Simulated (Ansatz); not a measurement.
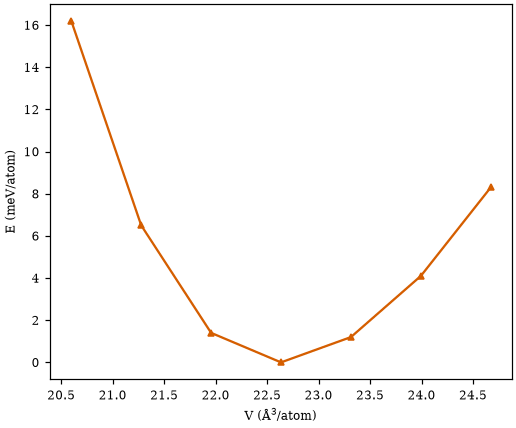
*OsCl₄ in space group Cmmm (No. 65; Cl on 4j, Os on 2a, Cl on 4g) under volume change, r²SCAN+D4 in the plane-wave PAW code Ansatz, shape and atoms relaxed at each volume.*

Task: What does a third-order Birch–Murnaghan fit give for V₀, B₀ and B′?

Result: V₀ = 22.64 Å³/atom, B₀ = 20.4 GPa, B′ = 9.9.

The workflow started from an entry of the Crystallography Open Database (COD). Whether it is the stable phase at ambient conditions was not checked. Symmetry was held in the r²SCAN+D4 relaxation; its stability against distortions is not shown here. No spin polarisation was allowed. Spin–orbit coupling is left out wherever it is not named.

Potentials: the later of the program's two PAW sets.
